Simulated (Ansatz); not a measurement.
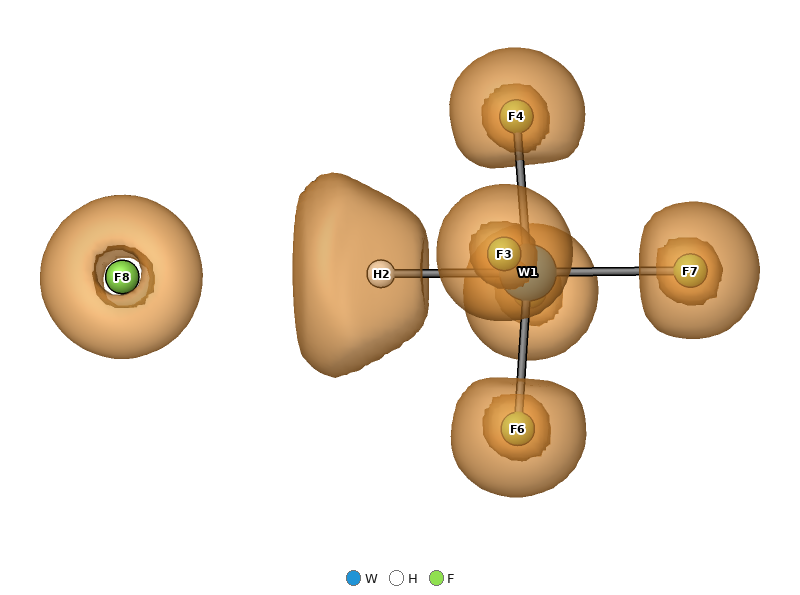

The picture shows: F₅HW···F (doublet). Isosurface of the electron localisation function at 0.75 (orange), seen at a tilt. Core shells and regions of very low density are left out.

Core potentials replace the inner electrons of W.

The calculation used UHF/def2-SVP in Ansatz.

Input file:

```
crystal:
  periodic: [false, false, false]
  atoms:
    - { symbol: W, position_ang: [0.0, 0.0, -0.106149] }
    - { symbol: H, position_ang: [0.0, 0.0, 1.60915] }
    - { symbol: F, position_ang: [1.814223, 0.0, 0.015888] }
    - { symbol: F, position_ang: [0.0, 1.814692, 0.009521] }
    - { symbol: F, position_ang: [-1.814223, 0.0, 0.015888] }
    - { symbol: F, position_ang: [0.0, -1.814692, 0.009521] }
    - { symbol: F, position_ang: [0.0, 0.0, -1.980922] }
    - { symbol: F, position_ang: [0.0, 0.0, 3.737104] }
magnetization:
  spin_polarized: true
  initial_magnetization: 1
basis:
  gaussian: { orbitals: def2-SVP }
hamiltonian:
  xc: hf
relax:
  f_tol: 0.03
  max_steps: 50
output:
  orbitals: {}
```

Run with:

```sh
ansatz run input.yaml --threads 4 --pin off --max-ram 5120MiB --backend cpu --events-out ev --progress --plain --runs-dir out
```

The fields are those of the run's last geometry, not of the input's.

Q: Identify the bonds, lone pairs and shells in this picture.

A: At this value the surface marks out one region around a hydrogen nucleus and six regions wrapped around F (the valence shell of each). Along the contacts the grid gives the following. W–F (1.82 Å): the ELF peaks at about 0.85 in the valence shell of F, 0.5 Å from its nucleus, and drops to about 0.25 between the two atoms. W–H (1.70 Å): the ELF climbs to about 1 towards the hydrogen.
